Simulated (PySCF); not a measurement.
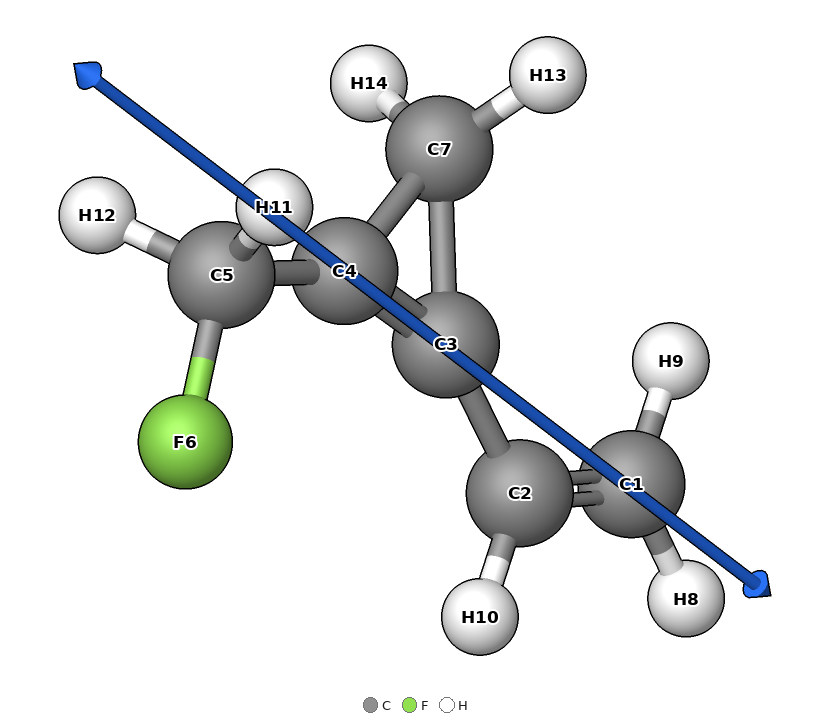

The double arrow shows the direction of the transition dipole to excited singlet state 1 (its length means nothing). Computed geometry: GFN2-xTB optimisation. No frequency run is at hand to confirm it as a minimum. Level of theory: TDDFT PBE0/def2-SVPD, vertical, gas phase, core orbitals frozen in the response (PySCF 2.14.0).

### How is the transition polarised?

Nearly parallel to the C3–C4 bond.

### Give its energy, strength and character.

5.09 eV (243 nm), oscillator strength 0.48, mainly HOMO → LUMO (weight 0.96); transition dipole 4.98 D.
